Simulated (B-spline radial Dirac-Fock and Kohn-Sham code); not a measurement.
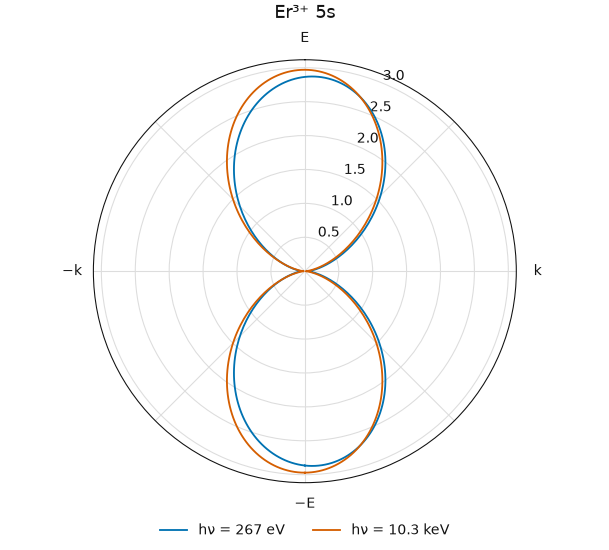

Figure. Angular distribution of photoelectrons from O1 (5s) in the plane of the polarisation E (up) and the photon direction k (right), relative to an isotropic one. System: Er³⁺. Method: a Dirac–Hartree–Slater potential; 1 + βP₂(cos θ) + (δ + γ cos²θ) sin θ cos φ with E1 and E1–E2 terms (computed with a B-spline radial atomic code). Open shells are averaged over j.

What can be read from it?

At 267 eV, β = 1.865, γ = 0.316 and δ = 0.001. At 10.3 keV, β = 1.970, γ = −0.011 and δ = −0.001. At 10.3 keV the emission 45° forward of E is 0.99 times that 45° backward, and the lobe peaks 0° from E.
